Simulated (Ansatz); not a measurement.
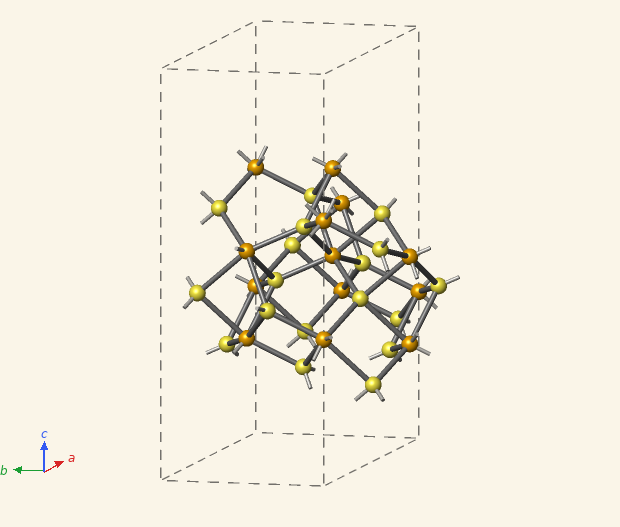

A cut-out of a periodic net derived from a crystal structure. Nodes are coloured by topological kind. Short stubs are edges that leave the cut-out.

### Describe the net.

A binodal (4,6)-connected, three-periodic net. It is the cor net, known from corundum.

### Give point symbol and coordination sequence of each kind of node.

4-connected node: 4^3.6^3, sequence 4, 16, 26, 66, 70, 150; 6-connected node: 4^6.6^9, sequence 6, 13, 39, 46, 105, 101.

Origin of the net. Ga₂O₃ (space group R-3c, No. 167): coordinates from a relaxation with DFT, PBE, plane waves, PAW in Ansatz; the starting structure was generated, so it need not be a known form of this composition. Bonds are taken as Ga–O below 2.4 Å. The graph is simplified in the usual way: terminal and isolated atoms are pruned, two-connected atoms become edges. O is a 4-connected node; Ga is a 6-connected node, in the ratio 3:2.
